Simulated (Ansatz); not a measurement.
Ga2As

The calculation's input:

```
crystal:
  lattice:
    - [-2.4374705179, 2.4374705179, 2.8915936087]
    - [2.4374705179, -2.4374705179, 2.8915936087]
    - [2.4374705179, 2.4374705179, -2.8915936087]
  atoms:
    - { symbol: Ga, position: [0.75, 0.25, 0.5] }
    - { symbol: Ga, position: [0.25, 0.75, 0.5] }
    - { symbol: As, position: [0.5, 0.5, 0.0] }
basis:
  ecutwfc: 420
kpoints:
  mp_grid: { grid: [14, 14, 14] }
hamiltonian:
  xc: pbe
scf:
  occupations: { method: gaussian, width: 0.1 }
output:
  forces: true
  stress: true
  eigenvalues: true
  write_density: true
  write_potential: true
  elf: true
  volumetric_format: npy
relax:
  adjacent_minimum: "off"
  f_tol: 0.01
  max_steps: 80
  cell: { stress_tol: 0.05 }
```

Command:

```sh
ansatz run input.yaml --threads 1 --pin off --max-ram 2560MiB --backend cpu --events-out ev --progress --plain --runs-dir out
```

Below, planes, directions and counts refer to the conventional cell (a = 4.88 Å, b = 4.88 Å, c = 5.72 Å, α = 90.00°, β = 90.00°, γ = 90.00°).

The fields are those of the relaxed geometry.

Space group I4/mmm; a structure generated by program, which may or may not match a known phase; computed without spin polarisation.

The calculation used DFT PBE, scalar-relativistic, plane waves, PAW in Ansatz.

Q: Predict the valence pseudo-density and electron localisation function between the atoms.

A: Ga–As (2.83 Å): ρ is about 0.25 e/Å³ halfway; the ELF is about 0.45 at the midpoint.
Ga–Ga (2.86 Å): the density is about 0.2 e/Å³ at the midpoint; the ELF is about 0.40 at the midpoint.

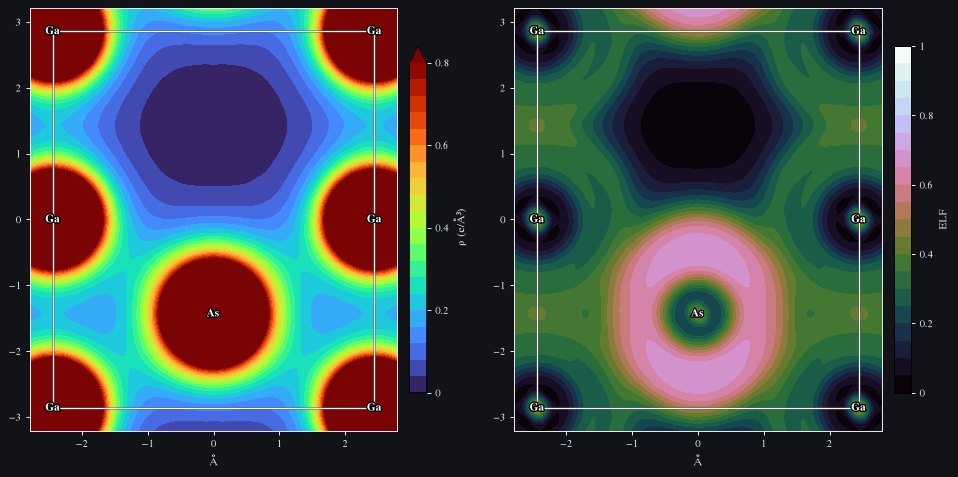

Computed valence pseudo-density and electron localisation function on the (100) plane of the conventional cell, in this order. 

Core electrons are frozen (PAW), and the valence fields are smoothed inside the atomic spheres.
